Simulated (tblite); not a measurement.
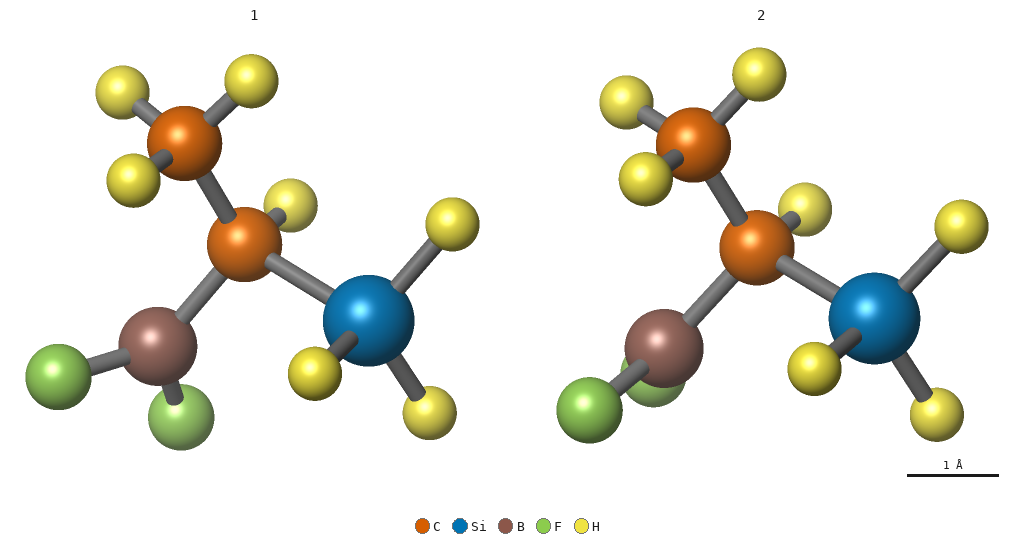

Two geometries of C$_{2}$H$_{7}$BF$_{2}$Si, drawn at one scale. One is the start of a relaxation, the other its converged end. The picture is a ball-and-stick view, seen at a tilt.

The calculation used tblite 0.8.0, GFN2-xTB geometry optimisation, gas phase. 

Which geometry has the lower energy?

Structure 1 is the relaxed one. After 51 geometry steps the energy has fallen by 63.8 kJ/mol. The atom that moves furthest after the best rigid fit is an F atom (0.73 Å). Largest moves by element: F 0.73 Å, H 0.17 Å, Si 0.09 Å, C 0.07 Å, B 0.03 Å. Near-neighbour distances that change, for instance: B–F 1.445 → 1.325 Å, B–C 1.595 → 1.554 Å, C–Si 1.890 → 1.929 Å, C–H 1.123 → 1.093 Å. Bond angles that change, for instance: F–B–F 120.6° → 113.2°, C–Si–H 109.4° → 105.8°, C–B–F 119.2° → 122.8°. Groups turn about B–C by about 35°. The run took 0.28 s on 1 thread of Arm Neoverse V1 (shared host).
